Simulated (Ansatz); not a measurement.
**H5NOSi···H2: density, localisation and related maps**

Input

```
crystal:
  periodic: [false, false, false]
  atoms:
    - {symbol: Si, position_ang: [-0.901289, 0.429855, -0.149359]}
    - {symbol: H, position_ang: [1.992045, -2.102599, -0.893743]}
    - {symbol: H, position_ang: [-1.572682, -0.724362, -0.785416]}
    - {symbol: H, position_ang: [-1.818579, 1.579690, 0.069730]}
    - {symbol: N, position_ang: [-0.345353, 0.014619, 1.407496]}
    - {symbol: H, position_ang: [1.700385, -1.449200, -1.110872]}
    - {symbol: O, position_ang: [0.260803, 0.818741, -1.256208]}
    - {symbol: H, position_ang: [-0.355736, 0.665222, 2.173085]}
    - {symbol: H, position_ang: [0.214873, -0.798230, 1.599424]}
    - {symbol: H, position_ang: [0.825633, 1.566165, -1.054134]}
basis:
  gaussian: {orbitals: def2-TZVPP}
hamiltonian: {xc: pbe0, dispersion: d4}
output: {orbitals: {seedname: orbitals}}
```

Run with:

```sh
ansatz run in.yaml --threads 2 --pin off --events-out ev --progress --plain --max-ram 4352MiB
```

The product side of a reaction path; geometry: PBE0-D4/def2-TZVP.

Method: RKS PBE0-D4/def2-TZVPP (Ansatz).

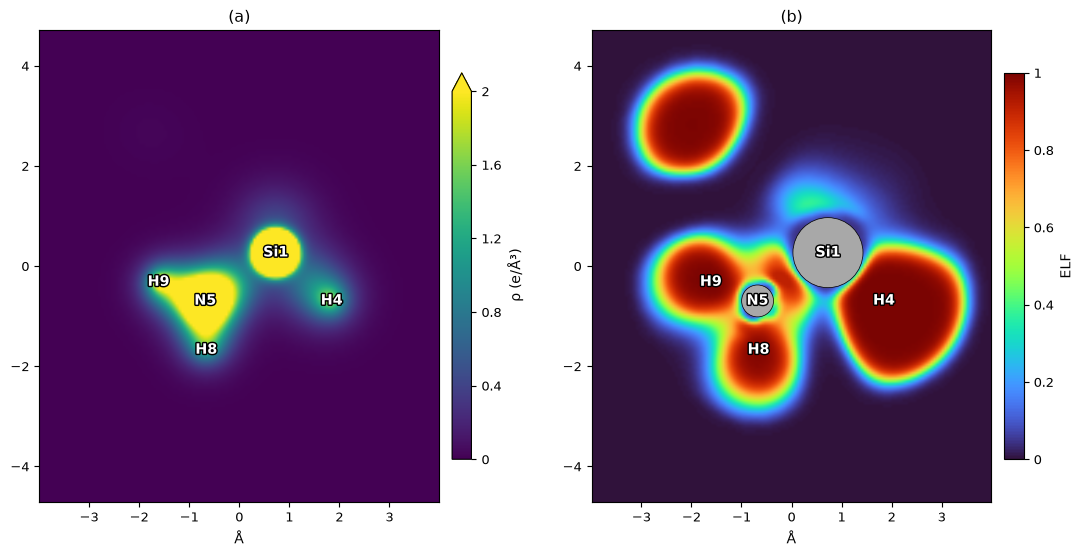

Figure 1. (a) total electron density; (b) electron localisation function on the plane of atoms Si1, N5 and H9. Grey discs cover the atomic cores in the ELF map.

Q: Interpret the plot.

A:
- The section cuts through Si, H and N sites.
- Si–N (1.70 Å): the density is about 1.1 e/Å³ at the midpoint; the ELF peaks at about 0.90 between the atoms; a shared but strongly polarised pair.
- N–H (1.00 Å): ρ is about 2.9 e/Å³ halfway; the ELF climbs to about 1 towards the hydrogen, as it does in any bond to H: a covalent bond by its length.
- Si–H (1.49 Å): ρ at the midpoint is about 0.82 e/Å³; the ELF climbs to about 1 towards the hydrogen.

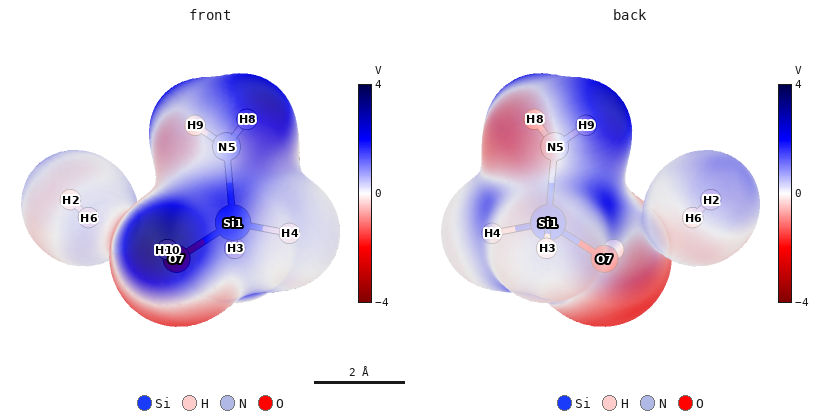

Figure 2. The electrostatic potential painted on the density surface at 0.004 e/bohr³, seen from the front and from behind; the colour scale runs from red (negative) to blue (positive).

Q: Where is the surface potential most negative and most positive?

A: The most negative region (about −1.6 V) lies over O7, the most positive (about +3.3 V) over H10. O7 is the likeliest acceptor of a hydrogen bond.

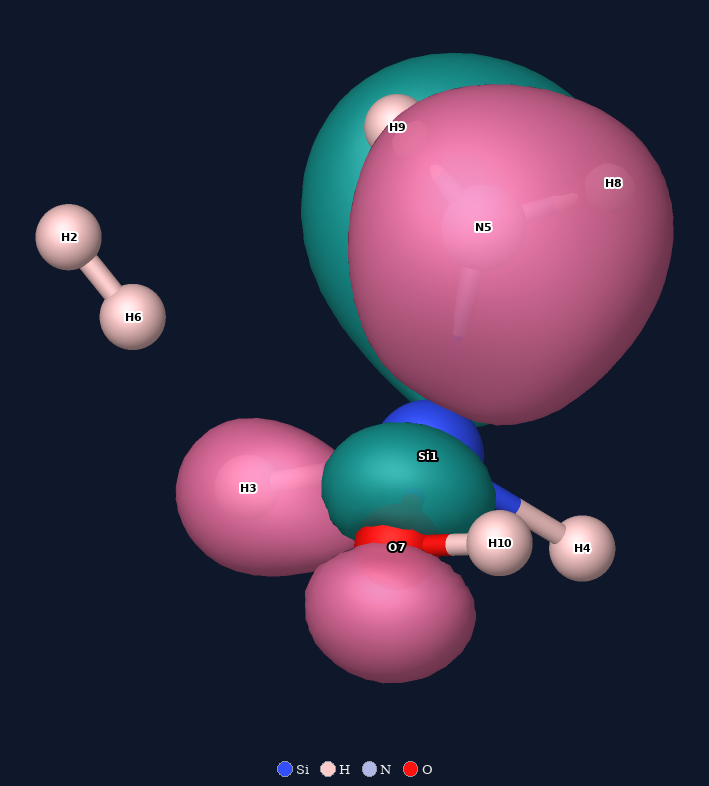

Figure 3. The HOMO at ±0.1 Å⁻³ᐟ² (teal and pink are the two phases), seen at an oblique angle.

Q: Describe this orbital and give its energy.

A: Its weight (Hirshfeld) is mainly on N5 (about 65 %) and O7 (about 10 %). Its energy is −7.65 eV.
